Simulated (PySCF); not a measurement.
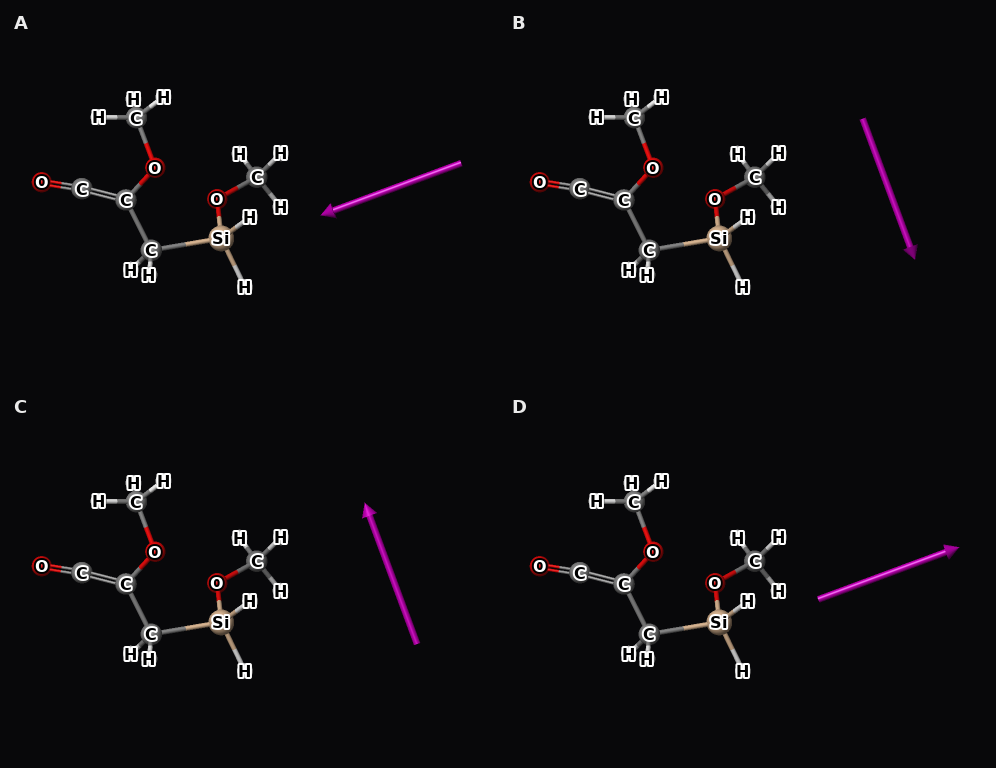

The same molecule four times, each with an arrow. The computed structure is the end point of a GFN2-xTB optimisation. No frequency run is at hand to confirm it as a minimum. Method: PBE0/pcSseg-1, gas phase (PySCF 2.14.0).

> Which arrow points along the dipole moment, from the negative to the positive end?

D. The dipole moment is 2.21 D.

The geometry is semi-empirical. Around Si such bond lengths and angles can be off by a tenth of an ångström or more and by several degrees, and values that hang on the shape move with them.
